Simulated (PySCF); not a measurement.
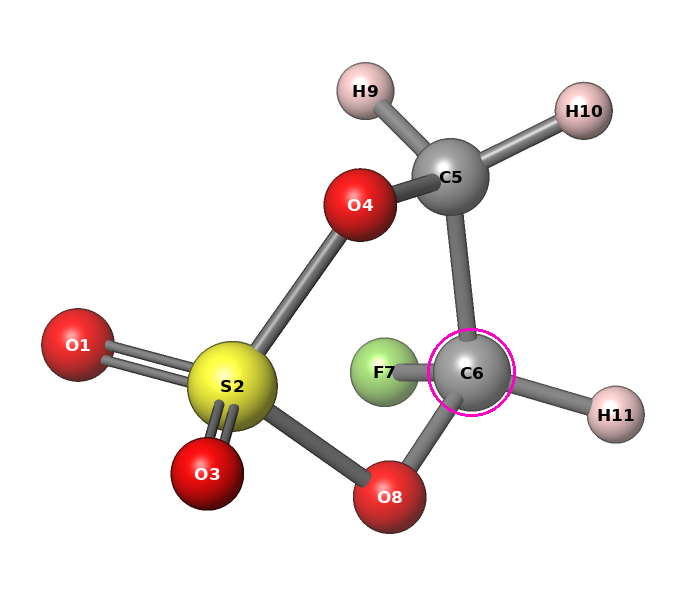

Atoms fade into the background with distance from the viewer. Circles mark the stereogenic atoms. Computed geometry: GFN2-xTB optimisation. No frequency run is at hand to confirm it as a minimum.

### What are the Cahn–Ingold–Prelog descriptors?

C6: S (priorities F7 > O8 > C5 > H11).

### Give a SMILES with the stereochemistry.

O=S1(=O)OC[C@H](F)O1
